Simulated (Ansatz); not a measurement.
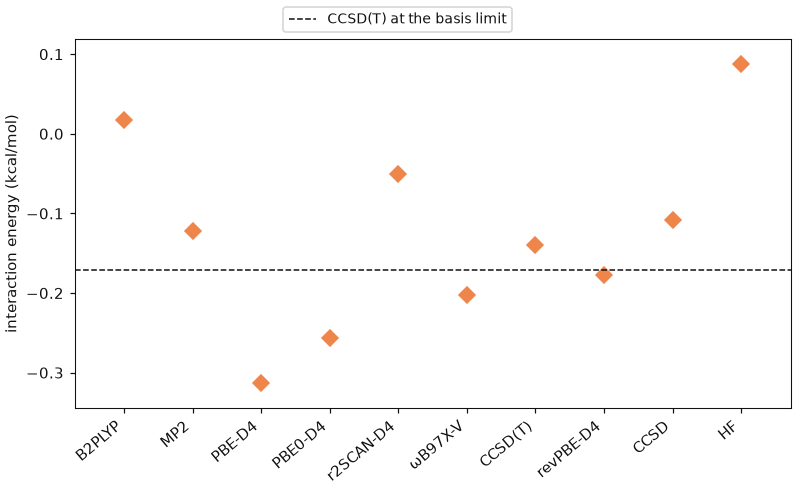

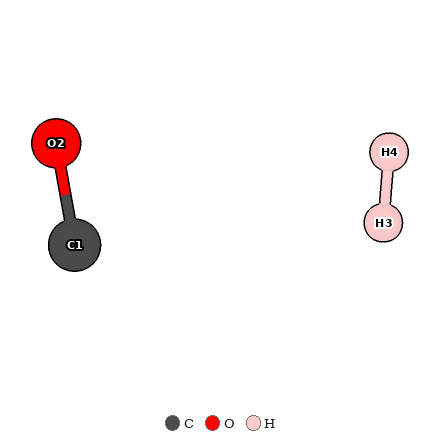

Counterpoise interaction energy of the pair CO and H₂ (SMILES [C-]#[O+].[H][H]) at one optimised PBE0-D4 geometry, drawn, with the closest contact C1···H3 3.38 Å (H···H pairs aside; other arrangements can bind more strongly; the cost of deforming the partners isn't counted), def2-TZVPPD, the Ansatz code; cores frozen in correlated methods. The line takes HF and MP2 limits from def2-TZVPPD and QZVPPD, and the coupled-cluster step in TZVPPD. B2PLYP holds a correlation term that converges slowly with the basis, so part of the distance to the limit is basis error. No dispersion term is added to B2PLYP. The distance of MP2, CCSD(T) and CCSD to the limit includes basis error.

**What range do the values span, the line included?**

From −0.31 kcal/mol (PBE-D4) to 0.09 kcal/mol (HF).

**Give the values.**

```csv
level,kcal/mol,less CCSD(T) at the basis limit
B2PLYP,0.02,0.19
MP2,−0.12,0.05
PBE-D4,−0.31,−0.14
PBE0-D4,−0.26,−0.08
r2SCAN-D4,−0.05,0.12
ωB97X-V,−0.20,−0.03
CCSD(T),−0.14,0.03
revPBE-D4,−0.18,−0.01
CCSD,−0.11,0.06
HF,0.09,0.26
CCSD(T) at the basis limit,−0.17,0.00
```
